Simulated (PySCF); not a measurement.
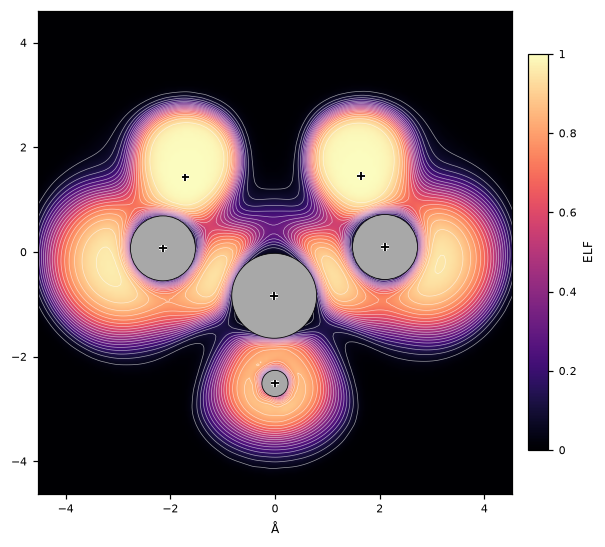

The ELF on a plane through atoms (crosses mark nuclei in the plane; grey discs cover the cores).

Computed with PySCF 2.14.0, PBE0/pcSseg-1 Al:pcSseg-2, SCF density, gas phase, non-relativistic.

Candidates:
A. Al₃H₆P₃
B. Al₃F₃H₃P₃

Which system is this?

Answer. Candidate B: Al₃F₃H₃P₃ on the plane of atoms F2, Al1 and P3, which holds Al, F, P and H. Al–F (1.67 Å): the ELF peaks at about 0.85 in the valence shell of F, 0.5 Å from its nucleus, and is about 0.35 at the midpoint. Al–P (2.31 Å): the ELF peaks at about 0.95 in the valence shell of P, 1.1 Å from its nucleus, and is about 0.95 at the midpoint.
